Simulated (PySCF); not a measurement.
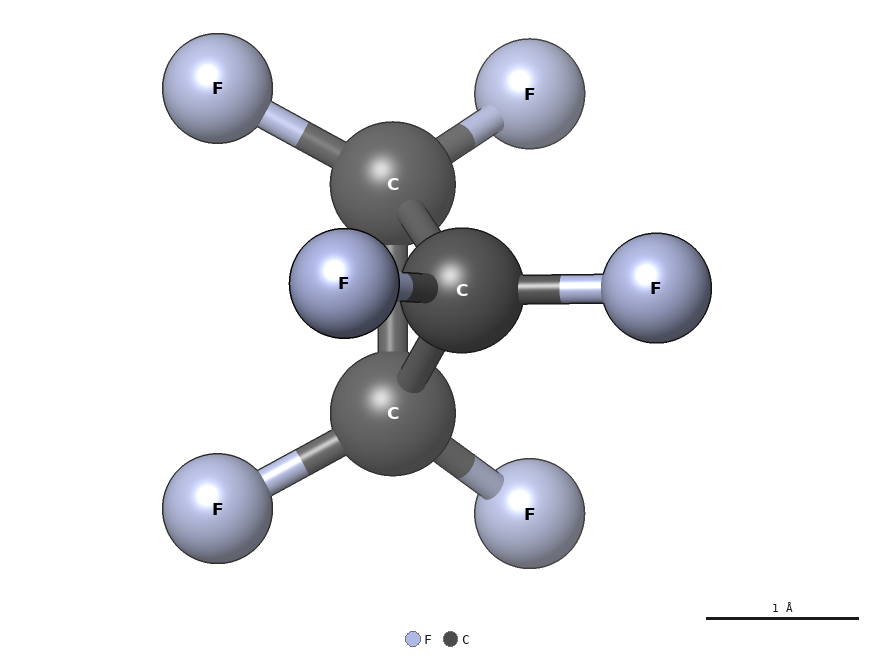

Atoms fade into the background with distance from the viewer. Computed geometry: PBE0-D3(BJ)/def2-SVP optimisation. No frequency run is at hand to confirm it as a minimum. Masses are those of the most abundant isotopes; constants are for the rigid equilibrium geometry.

Q: Classify the rotor and give the rotational constants (cm⁻¹).

A: An oblate symmetric top (D3h): A = B = 0.0563, C = 0.0523 cm⁻¹.
